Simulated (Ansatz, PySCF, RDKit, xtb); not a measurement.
# Solving GaGeHSF+, step by step, part 2 of 2

Only the formula GaGeHSF+ is given (charge +1). Aim: find the structure of lowest free energy at 600 K, then its properties.

xtb, Ansatz and PySCF; isolated molecules. Earlier steps stand in the parts before.

## 12. c039 at CCSD(T)/def2-SVP

Input file input.yaml:

```yaml
basis:
  gaussian:
    orbitals: def2-SVP
crystal:
  periodic: [false, false, false]
  atoms:
    - {symbol: F, position_ang: [-0.760105, -0.473162, -0.501114]}
    - {symbol: Ga, position_ang: [-2.478623, -0.026566, -1.451235]}
    - {symbol: Ge, position_ang: [0.622912, -1.441344, 0.507180]}
    - {symbol: S, position_ang: [2.074391, 0.220021, 0.493848]}
    - {symbol: H, position_ang: [1.269154, 1.057590, -0.202828]}
correlation:
  method: ccsd_t
  frozen_orbitals: {H: 0, S: 5, F: 1, Ga: 9, Ge: 9}
total_charge: 1
```

On the command line:

```
ansatz run input.yaml --threads 1 --pin off --max-ram 2610MiB --events-out events.jsonl --progress --plain --runs-dir runs
```

The program printed, cut to the lines that bear on the results:

```text
Warning: RAYON_NUM_THREADS=1 ignored (pool sized by the plan → 1); use --threads N
Functional definition: HF
  name "HF"
[...]
972 factors; integrals over basis functions are off by at most 6.8e-4 eV
[...]
mean field -122323.82789713 eV, -4495.3177611510 hartree, gradient 2.9e-6 eV, S^2 0.000000; 0 other end points of the search recorded, 0 dependent functions left out
24 core orbitals not correlated: weight in the atoms' cores, before any rotation towards them, 1.000 or more for the frozen orbitals, at most 0.000 for the correlated occupied ones
reference -122323.82789713 eV, -4495.3177611510 hartree; 20, 20 occupied and 57, 57 virtual orbitals, 972 factors
second order -19.02417437 eV of doubles, -0.00000000 eV of singles
cycle   1  -18.63903925 eV  change    3.9e-1 eV  update   1.3e-1
[...]
cycle  10  -19.44567266 eV  change    6.1e-6 eV  update   1.9e-5
perturbative correction -0.59101647 eV, -0.0217194548 hartree
Total energy: -122343.86458626 eV, -4496.0540958953 hartree
```

Run time: 14 s. Hardware: 1 thread of Intel Xeon Platinum 8259CL at 2.50GHz (Skylake/Cascade Lake), shared host.

## 13. The ranking

Energies in kcal/mol from c573; G adds the thermal terms to the CCSD(T)/def2-SVP + MP2/def2-TZVPP - MP2/def2-SVP energy. The columns left of the relaxed level are at the tight-binding geometries.

```
label             SMILES     spin  GFN2-xTB  HF/STO-3G  r2SCAN-D4/def2-SVP  r2SCAN-D4/def2-SVP, relaxed  HF/def2-SVP  MP2/def2-SVP  CCSD(T)/def2-SVP + MP2/def2-TZVPP - MP2/def2-SVP    G  share at equilibrium     T1
 c573  [SH][Ge][F][Ga] ‡  singlet       0.0        0.0                 0.0                          0.0          0.0           0.0                                               0.0  0.0                92.3 %  0.015
 c039  [SH][Ge][F][Ga] ‡  singlet       1.9        8.4                 3.9                          2.9          3.4           2.8                                               2.9  3.0                 7.6 %  0.015
c779a  [F][Ge][SH][Ga] ‡  singlet      16.2       -8.9                 4.8                         10.2         13.2          12.7                                              10.3  8.5                 0.1 %  0.014
```

‡ marks the bonded skeleton alone, with all bonds drawn single: no Lewis structure was assigned that passes a check against the bond lengths.

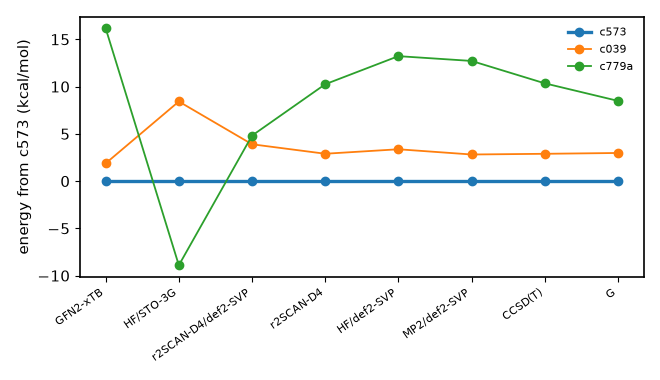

The finalists at each level, measured from c573.

Lowest found: c573, `[SH][Ge][F][Ga]` ‡, a singlet of point group Cs. Bond lengths: F1–Ga2 2.010 Å, F1–Ge3 1.946 Å, Ge3–S4 2.202 Å, S4–H5 1.357 Å. Angles: Ga2–F1–Ge3 179.4°, F1–Ge3–S4 90.0°, Ge3–S4–H5 93.1°.

```xyz
5

F     0.8450    1.2222    0.2896
Ga    2.6379    1.9924   -0.1932
Ge   -0.8848    0.4578    0.7482
S    -0.2727   -1.4603   -0.1446
H    -1.4567   -2.0569    0.1446
```

‡ marks the bonded skeleton alone, with all bonds drawn single: no Lewis structure was assigned that passes a check against the bond lengths.

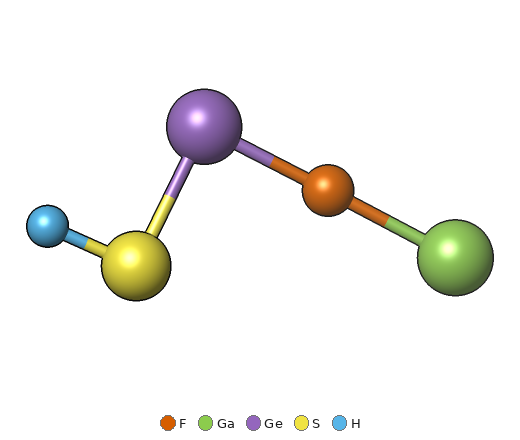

The lowest structure found, seen from a chosen angle (fluorine orange, gallium green, germanium purple, sulfur yellow, hydrogen blue).

## 14. Density, orbitals and dipole (PBE0/def2-TZVPD)

Input file input.yaml:

```yaml
crystal:
  periodic: [false, false, false]
  atoms:
    - {symbol: F, position_ang: [0.845013, 1.222174, 0.289587]}
    - {symbol: Ga, position_ang: [2.637902, 1.992414, -0.193229]}
    - {symbol: Ge, position_ang: [-0.884779, 0.457794, 0.748157]}
    - {symbol: S, position_ang: [-0.272722, -1.460262, -0.144616]}
    - {symbol: H, position_ang: [-1.456734, -2.056909, 0.144642]}
basis:
  gaussian:
    orbitals: def2-TZVPD
total_charge: 1
output: {forces: true, orbitals: {seedname: orbitals}}
hamiltonian:
  xc: pbe0
magnetization:
  spin_polarized: false
```

On the command line:

```
ansatz run input.yaml --threads 1 --pin off --max-ram 2610MiB --events-out events.jsonl --progress --plain --runs-dir runs
```

The program printed, cut to the lines that bear on the results:

```text
Warning: RAYON_NUM_THREADS=1 ignored (pool sized by the plan → 1); use --threads N
Functional definition: PBE0
  name "PBE0"
[...]
1413 factors; their error is unknown
[...]
mean field -122441.69729777 eV, -4499.6493817299 hartree, gradient 6.0e-5 eV, S^2 0.000000; 0 other end points of the search recorded, 0 dependent functions left out
[...]
reference -122441.69733412 eV, -4499.6493830655 hartree; 44, 44 occupied and 159, 159 virtual orbitals, 1413 factors
[...]
Atom 0 at     0.845013     1.222174     0.289587 Å, force    -0.198905    -0.059345     0.062281 eV/Å
Atom 1 at     2.637902     1.992414    -0.193229 Å, force     0.211109     0.095538    -0.055220 eV/Å
Atom 2 at    -0.884779     0.457794     0.748157 Å, force     0.052301    -0.187445    -0.084164 eV/Å
Atom 3 at    -0.272722    -1.460262    -0.144616 Å, force    -0.238996     0.037298     0.111000 eV/Å
Atom 4 at    -1.456734    -2.056909     0.144642 Å, force     0.174491     0.113954    -0.033897 eV/Å
Dipole moment:     0.281647     0.336329    -0.003996 e Å
```

Run time: 16 s. Hardware: 1 thread of Intel Xeon Platinum 8259CL at 2.50GHz (Skylake/Cascade Lake), shared host; peak memory 0.69 GiB.

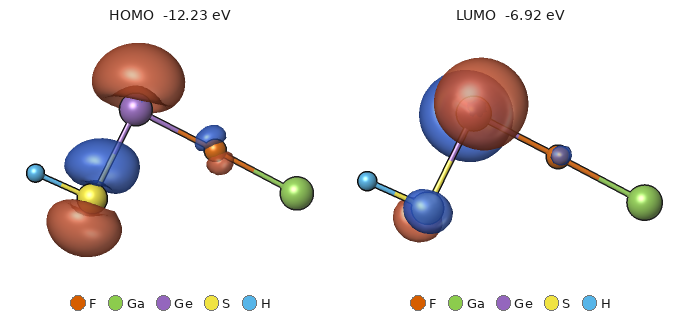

Frontier orbitals of this run, surfaces at ±0.2 Å^-3/2.

## 15. Frequencies after a tight-binding relaxation (GFN2-xTB)

Input file start.xyz:

```xyz
5
c573
F      0.845013     1.222174     0.289587
Ga     2.637902     1.992414    -0.193229
Ge    -0.884779     0.457794     0.748157
S     -0.272722    -1.460262    -0.144616
H     -1.456734    -2.056909     0.144642
```

On the command line:

```
xtb start.xyz --gfn 2 --ohess tight --chrg 1
```

The program printed, cut to the lines that bear on the results:

```text
[...]
         ::                     SUMMARY                     ::
         :::::::::::::::::::::::::::::::::::::::::::::::::::::
         :: total energy             -11.379312697348 Eh    ::
         :: gradient norm              0.000009625646 Eh/a0 ::
         :: HOMO-LUMO gap              3.088185740931 eV    ::
         ::.................................................::
         :: SCC energy               -11.393838749711 Eh    ::
         :: -> isotropic ES            0.078556620078 Eh    ::
         :: -> anisotropic ES         -0.001225866862 Eh    ::
         :: -> anisotropic XC          0.000457714250 Eh    ::
         :: -> dispersion             -0.003650579660 Eh    ::
         :: repulsion energy           0.014526052362 Eh    ::
         :: add. restraining           0.000000000000 Eh    ::
         :: total charge               1.000000000000 e     ::
         :::::::::::::::::::::::::::::::::::::::::::::::::::::
[...]
          | TOTAL ENERGY              -11.379312697348 Eh   |
          | TOTAL ENTHALPY            -11.361474039009 Eh   |
          | TOTAL FREE ENERGY         -11.403839125089 Eh   |
          | GRADIENT NORM               0.000009612047 Eh/α |
[...]
```

Run time: 0.26 s. Hardware: 1 thread of Intel Xeon Platinum 8259CL at 2.50GHz (Skylake/Cascade Lake), shared host.

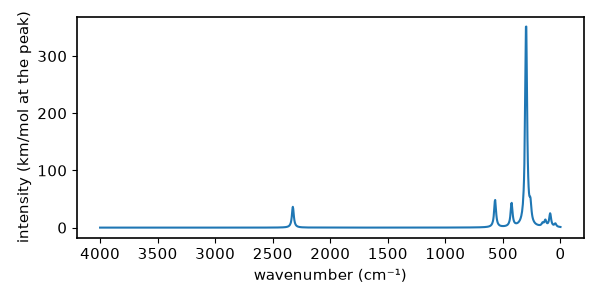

Harmonic infrared spectrum, unscaled, lines broadened by 10 cm⁻¹.

## 16. Electronic excitations (TD-PBE0/def2-SVPD)

An in-house driver calls PySCF's response routines at TD-PBE0/def2-SVPD; it has no typed input.

The program printed:

```text
coarse grid: 28920 points
cycle   1  E = -4498.7943726028  dE = -8.643e-01  |g| = 7.292e-01  |ddm| = 2.441e+00
cycle   2  E = -4498.6081013558  dE =  1.863e-01  |g| = 1.229e+00  |ddm| = 2.128e+00
cycle   3  E = -4498.8887337922  dE = -2.806e-01  |g| = 1.385e-01  |ddm| = 1.165e+00
cycle   4  E = -4498.8919922536  dE = -3.258e-03  |g| = 2.716e-02  |ddm| = 1.693e-01
cycle   5  E = -4498.8920863352  dE = -9.408e-05  |g| = 6.888e-03  |ddm| = 3.133e-02
cycle   6  E = -4498.8920976135  dE = -1.128e-05  |g| = 2.759e-03  |ddm| = 1.213e-02
cycle   7  E = -4498.8920997685  dE = -2.155e-06  |g| = 1.035e-03  |ddm| = 4.535e-03
final grid: 55056 points
cycle   8  E = -4498.8921782582  dE =  2.460e-07  |g| = 1.525e-03  |ddm| = 3.151e-03
cycle   9  E = -4498.8921773795  dE =  8.787e-07  |g| = 2.464e-03  |ddm| = 4.200e-03
cycle  10  E = -4498.8921787366  dE = -1.357e-06  |g| = 1.823e-04  |ddm| = 2.654e-03
cycle  11  E = -4498.8921787418  dE = -5.184e-09  |g| = 1.458e-05  |ddm| = 1.534e-04
cycle  12  E = -4498.8921787419  dE = -7.822e-11  |g| = 3.514e-06  |ddm| = 2.409e-05
converged SCF energy = -4498.8921787419

Static polarisability (au): isotropic 76.981, principal 58.872 78.350 93.722

Singlet excitations
state   eV       nm        f      main configurations
  1   4.1089    301.7   0.01772   H->L 0.98
  2   4.6994    263.8   0.04092   H-1->L 0.90
  3   5.2138    237.8   0.00632   H->L+1 0.98
  4   5.2223    237.4   0.00316   H->L+2 0.99
  5   5.3584    231.4   0.00000   H-1->L+3 0.96
  6   5.3767    230.6   0.00016   H-1->L+1 0.98
  7   5.4064    229.3   0.00452   H-1->L+2 0.97
  8   5.5168    224.7   0.14973   H->L+3 0.89

Triplet excitations (Tamm-Dancoff, eV): 2.9822 3.3691 4.4511
```

It took 13 s on 1 thread of Intel Xeon Platinum 8259CL at 2.50GHz (Skylake/Cascade Lake), shared host.

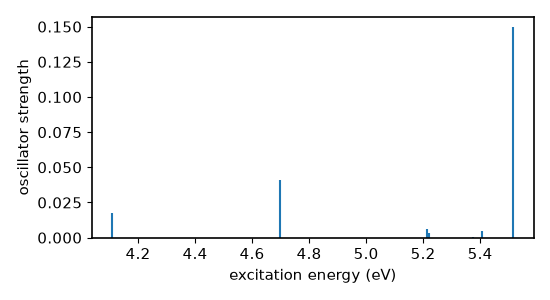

Vertical excitations as sticks.

The roots found:

```
excited state  energy (eV)  strength
            1        4.109    0.0177
            2        4.699    0.0409
            3        5.214    0.0063
            4        5.222    0.0032
            5        5.358    0.0000
            6        5.377    0.0002
            7        5.406    0.0045
            8        5.517    0.1497
```

## 17. NMR shieldings (GIAO PBE0/pcSseg-1)

An in-house driver calls PySCF's response routines at GIAO PBE0/pcSseg-1; it has no typed input.

The program printed:

```text
coarse grid: 28920 points
cycle   1  E = -4498.9759465304  dE = -9.495e-01  |g| = 1.330e+00  |ddm| = 2.114e+00
cycle   2  E = -4498.7053021810  dE =  2.706e-01  |g| = 1.767e+00  |ddm| = 2.038e+00
cycle   3  E = -4499.1209149315  dE = -4.156e-01  |g| = 3.148e-01  |ddm| = 1.298e+00
cycle   4  E = -4499.1410243004  dE = -2.011e-02  |g| = 8.362e-02  |ddm| = 3.074e-01
cycle   5  E = -4499.1417609653  dE = -7.367e-04  |g| = 1.410e-02  |ddm| = 4.286e-02
cycle   6  E = -4499.1417893669  dE = -2.840e-05  |g| = 5.506e-03  |ddm| = 1.696e-02
cycle   7  E = -4499.1417962824  dE = -6.915e-06  |g| = 2.611e-03  |ddm| = 8.060e-03
final grid: 55056 points
cycle   8  E = -4499.1418658306  dE =  2.154e-06  |g| = 4.192e-03  |ddm| = 5.654e-03
cycle   9  E = -4499.1418589774  dE =  6.853e-06  |g| = 7.042e-03  |ddm| = 9.733e-03
cycle  10  E = -4499.1418693451  dE = -1.037e-05  |g| = 3.128e-04  |ddm| = 6.177e-03
cycle  11  E = -4499.1418693572  dE = -1.210e-08  |g| = 3.380e-05  |ddm| = 1.641e-04
cycle  12  E = -4499.1418693576  dE = -3.301e-10  |g| = 6.774e-06  |ddm| = 4.569e-05
converged SCF energy = -4499.1418693576

GIAO shielding tensors (ppm)
atom      isotropic    diamagn.    paramagn.     s11        s22        s33       span
  0 F      174.628     481.276    -306.648    -39.085    221.295    341.674    380.759
  1 Ga    2377.146    2635.196    -258.050   2234.352   2265.333   2631.754    397.402
  2 Ge     668.315    2752.920   -2084.606   -721.028    727.791   1998.181   2719.208
  3 S      155.390    1056.438    -901.048   -702.156    460.253    708.071   1410.227
  4 H       24.735      26.953      -2.218     22.119     22.741     29.345      7.226
```

It took 13 s on 1 thread of Intel Xeon Platinum 8259CL at 2.50GHz (Skylake/Cascade Lake), shared host; peak memory 0.61 GiB.

Isotropic shieldings (absolute, not shifts):

```
atoms  shielding (ppm)
   F1            174.6
  Ga2           2377.1
  Ge3            668.3
   S4            155.4
   H5            24.74
```

## 18. One electron fewer at the same geometry (PBE0/def2-TZVPD)

Edit input.yaml of step 14 so:

```diff
@@ -9,9 +9,5 @@
 basis:
-  gaussian:
-    orbitals: def2-TZVPD
-total_charge: 1
-output: {forces: true, orbitals: {seedname: orbitals}}
-hamiltonian:
-  xc: pbe0
-magnetization:
-  spin_polarized: false
+  gaussian: {orbitals: def2-TZVPD}
+hamiltonian: {xc: {name: PBE0}}
+magnetization: {spin_polarized: true, initial_magnetization: 1}
+total_charge: 2
```

On the command line:

```
ansatz run input.yaml --threads 1 --pin off --max-ram 2610MiB --events-out events.jsonl --progress --plain --runs-dir runs
```

The program printed, cut to the lines that bear on the results:

```text
Warning: RAYON_NUM_THREADS=1 ignored (pool sized by the plan → 1); use --threads N
Functional definition: PBE0
  name "PBE0"
[...]
1413 factors; their error is unknown
[...]
mean field -122427.43161108 eV, -4499.1251274136 hartree, gradient 7.3e-6 eV, S^2 0.759381; 2 other end points of the search recorded, 0 dependent functions left out
reference -122427.43164194 eV, -4499.1251285475 hartree; 44, 43 occupied and 159, 160 virtual orbitals, 1413 factors
Total energy: -122427.43164194 eV, -4499.1251285475 hartree
```

Wall time 66 s (1 thread of Intel Xeon Platinum 8259CL at 2.50GHz (Skylake/Cascade Lake), shared host); peak memory 1.3 GiB.

Difference from the parent: 14.27 eV.

## 19. One electron more at the same geometry (PBE0/def2-TZVPD)

Input file input.yaml:

```yaml
crystal:
  periodic: [false, false, false]
  atoms:
    - symbol: F
      position_ang: [0.845013, 1.222174, 0.289587]
    - symbol: Ga
      position_ang: [2.637902, 1.992414, -0.193229]
    - symbol: Ge
      position_ang: [-0.884779, 0.457794, 0.748157]
    - symbol: S
      position_ang: [-0.272722, -1.460262, -0.144616]
    - symbol: H
      position_ang: [-1.456734, -2.056909, 0.144642]
basis:
  gaussian:
    orbitals: def2-TZVPD
magnetization:
  spin_polarized: true
  initial_magnetization: 1
hamiltonian:
  xc: pbe0
scf:
  lower_state_search: "off"
```

On the command line:

```
ansatz run input.yaml --threads 1 --pin off --max-ram 2610MiB --events-out events.jsonl --progress --plain --runs-dir runs
```

The program printed, cut to the lines that bear on the results:

```text
Warning: RAYON_NUM_THREADS=1 ignored (pool sized by the plan → 1); use --threads N
Functional definition: PBE0
  name "PBE0"
[...]
1413 factors; their error is unknown
[...]
mean field -122446.87004867 eV, -4499.8394768190 hartree, gradient 5.6e-6 eV, S^2 0.755542; 0 other end points of the search recorded, 0 dependent functions left out
reference -122446.87008978 eV, -4499.8394783298 hartree; 45, 44 occupied and 158, 159 virtual orbitals, 1413 factors
Total energy: -122446.87008978 eV, -4499.8394783298 hartree
Checks for a lower state left out: stability, starts, cluster_reference, orbital_swaps, neighbouring_geometries, increment
```

Run time: 17 s. Hardware: 1 thread of Intel Xeon Platinum 8259CL at 2.50GHz (Skylake/Cascade Lake), shared host; peak memory 0.7 GiB.

Parent less the species with the added electron: 5.17 eV.

## 20. The triplet at the same geometry (PBE0/def2-TZVPD)

Input file input.yaml:

```yaml
crystal:
  periodic: [false, false, false]
  atoms:
    - {symbol: F, position_ang: [0.845013, 1.222174, 0.289587]}
    - {symbol: Ga, position_ang: [2.637902, 1.992414, -0.193229]}
    - {symbol: Ge, position_ang: [-0.884779, 0.457794, 0.748157]}
    - {symbol: S, position_ang: [-0.272722, -1.460262, -0.144616]}
    - {symbol: H, position_ang: [-1.456734, -2.056909, 0.144642]}
basis:
  gaussian: {orbitals: def2-TZVPD}
total_charge: 1
magnetization: {spin_polarized: true, initial_magnetization: 2}
hamiltonian: {xc: {name: PBE0}}
```

On the command line:

```
ansatz run input.yaml --threads 1 --pin off --max-ram 2610MiB --events-out events.jsonl --progress --plain --runs-dir runs
```

The program printed, cut to the lines that bear on the results:

```text
Warning: RAYON_NUM_THREADS=1 ignored (pool sized by the plan → 1); use --threads N
Functional definition: PBE0
  name "PBE0"
[...]
1413 factors; their error is unknown
[...]
mean field -122438.73369192 eV, -4499.5404712236 hartree, gradient 1.3e-5 eV, S^2 2.008750; 4 other end points of the search recorded, 0 dependent functions left out
reference -122438.73372544 eV, -4499.5404724554 hartree; 45, 43 occupied and 158, 160 virtual orbitals, 1413 factors
Total energy: -122438.73372544 eV, -4499.5404724554 hartree
```

Wall time 42 s (1 thread of Intel Xeon Platinum 8259CL at 2.50GHz (Skylake/Cascade Lake), shared host); peak memory 0.85 GiB.

It lies 2.96 eV above the singlet.

## 21. Results

This closing draws on all 2 parts.

| quantity | value |
| --- | --- |
| lowest structure found | [SH][Ge][F][Ga] ‡, singlet, Cs |
| next finalist | [SH][Ge][F][Ga] ‡, singlet, 3.0 kcal/mol higher in G |
| share at equilibrium, among the finalists | 92.3 % |
| funnel | 57 starts, 37 minima at GFN2-xTB, 8 screening runs, 3 rescued, 4 relaxed, 3 ranked |
| CPU time of all runs | 27 min |
| harmonic wavenumbers, lowest and highest (r2SCAN-D4/def2-SVP) | 37 and 2669 cm⁻¹ |
| rotational constants, same geometry | 0.156, 0.02442, 0.02112 cm⁻¹ |
| HOMO energy (PBE0/def2-TZVPD) | -12.23 eV |
| LUMO energy (PBE0/def2-TZVPD) | -6.92 eV |
| HOMO–LUMO gap (PBE0/def2-TZVPD) | 5.30 eV |
| lowest excitation (TD-PBE0/def2-SVPD) | 4.11 eV (f = 0.018) |
| strongest of the states computed, same level | 5.52 eV (f = 0.150) |
| lowest triplet excitation, same level, Tamm-Dancoff | 2.98 eV |
| vertical ionisation energy | 14.27 eV |
| vertical recombination energy (electron added) | 5.17 eV |
| vertical triplet less singlet | +2.96 eV |

In words: The lowest structure found is `[SH][Ge][F][Ga]` ‡. The next finalist is drawn with the same bonds. GFN2-xTB, r2SCAN-D4/def2-SVP, r2SCAN-D4/def2-SVP, relaxed, HF/def2-SVP and MP2/def2-SVP already put its bonding pattern lowest among the structures in one piece; HF/STO-3G favours the singlet [F][Ga][Ge][SH] ‡ (c683a, not a finalist). The largest share of the time went into recheck (33 %). The search is not exhaustive (a finite list of starts, one conformer a finalist), so a lower isomer can't be ruled out.

‡ marks the bonded skeleton alone, with all bonds drawn single: no Lewis structure was assigned that passes a check against the bond lengths.
